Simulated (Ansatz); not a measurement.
Relaxed Si (diamond):

```xyz
4
Lattice="0.0000 5.4443 5.4443 2.7222 0.0000 2.7222 2.7222 2.7222 0.0000" Properties=species:S:1:pos:R:3 pbc="T T T"
Si     2.7222     2.7222     2.7222
Si     2.7222     5.4443     5.4443
Si     4.0832     4.0832     4.0832
Si     4.0832     6.8054     6.8054
```

The atoms are displaced by Q × the pattern below (from a DFPT mode at L = (0.5, 0.0, 0.0), largest move 1; Q in Å), at fixed cell. (q is in reciprocal vectors of the primitive cell; the cell shown is doubled to hold the pattern.)

| atom | x | y | z |
|---|---|---|---|
| Si1 | -0.577 | 0.577 | 0.577 |
| Si2 | 0.577 | -0.577 | -0.577 |
| Si3 | -0.577 | 0.577 | 0.577 |
| Si4 | 0.577 | -0.577 | -0.577 |

Method: r2SCAN (plane waves to 500 eV, PAW, scalar-relativistic; Ansatz, a first-principles code). k mesh 5×10×10 (Γ-centred), Fermi-Dirac smearing 0.05 eV. Energies are smeared free energies. Si was relaxed with its symmetry unable to fall. ΔE is measured from the undisplaced structure.

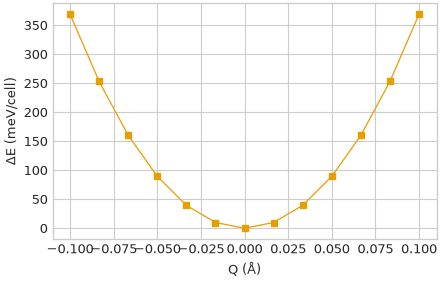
Fig. 1. ΔE (meV/cell) against Q (Å); one marker a computed point.

Q: What is the energy change at Q = 0.100 Å?

A: About 370 meV/cell.

Q: What harmonic wavenumber does the curvature at Q = 0 give?

A: About 410 cm⁻¹.

(For displaced atoms, the force is minus the slope of the energy, and its curvature is a force constant, which sets phonon frequencies.)
